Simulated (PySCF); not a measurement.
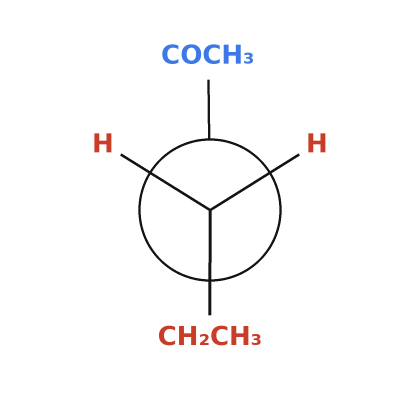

A Newman projection along the C–O bond, carbon in front; angles are drawn as computed, but eclipsed bonds slightly apart. The geometry was computed by an optimisation with PBE0-D3(BJ)/def2-SVP. No frequency run is at hand to confirm it as a minimum.

Which molecule is it?

C5H10O2, CCCOC(C)=O

What is the torsion angle from the front CH2CH3 to the back COCH3? The sign is positive where the front bond must turn clockwise to cover the back bond.

179°, antiperiplanar (anti).
